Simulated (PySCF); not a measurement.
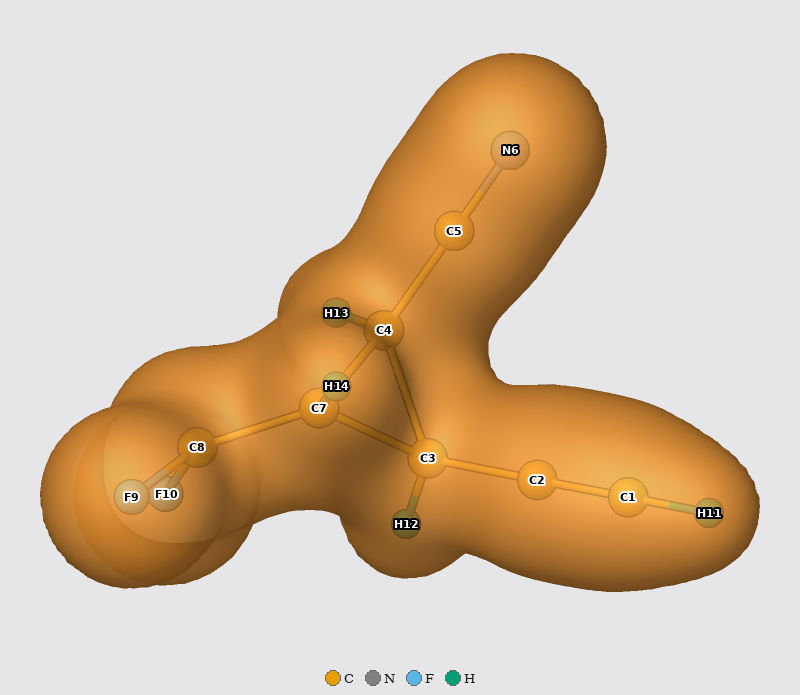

The picture shows: C$_{7}$H$_{4}$F$_{2}$N (doublet). Isosurface of the total electron density at 0.2 e/Å³ (orange), seen at a tilt.

Geometry: GFN2-xTB.

The calculation used UKS B3LYP, pcH-1 on C F H N, non-relativistic, mean-field spin-orbit, GIAO in PySCF 2.14.0, density-fitted response routines.

```yaml
atoms:
  - { symbol: C, position_ang: [2.8133, -0.3548, 0.4450] }
  - { symbol: C, position_ang: [1.7254, -0.3285, -0.0596] }
  - { symbol: C, position_ang: [0.4197, -0.3002, -0.6164] }
  - { symbol: C, position_ang: [-0.4448, 0.9307, -0.4717] }
  - { symbol: C, position_ang: [0.0604, 2.0739, 0.2023] }
  - { symbol: N, position_ang: [0.4604, 2.9968, 0.7479] }
  - { symbol: C, position_ang: [-0.7733, -0.3027, 0.3652] }
  - { symbol: C, position_ang: [-1.9711, -1.0415, 0.1005] }
  - { symbol: F, position_ang: [-2.3979, -1.9734, 0.9580] }
  - { symbol: F, position_ang: [-2.3165, -1.3602, -1.1561] }
  - { symbol: H, position_ang: [3.7750, -0.3743, 0.8624] }
  - { symbol: H, position_ang: [0.2919, -0.8749, -1.5265] }
  - { symbol: H, position_ang: [-1.1144, 1.1618, -1.2928] }
  - { symbol: H, position_ang: [-0.5286, -0.2531, 1.4198] }
```

**How is the density connected at this value?**

At this value the surface is in one piece. It bridges the sampled C–N (1.14 Å), C–C (1.20 Å), C–F (1.34 Å) and C–H (1.05 Å) contacts, where the density stays above the isovalue. On the grid the lowest density along these lines, outside the cores, is 3.3 e/Å³ (C–N, 1.14 Å), 2.8 e/Å³ (C–C, 1.20 Å), 1.8 e/Å³ (C–F, 1.34 Å) and 2 e/Å³ (C–H, 1.05 Å).
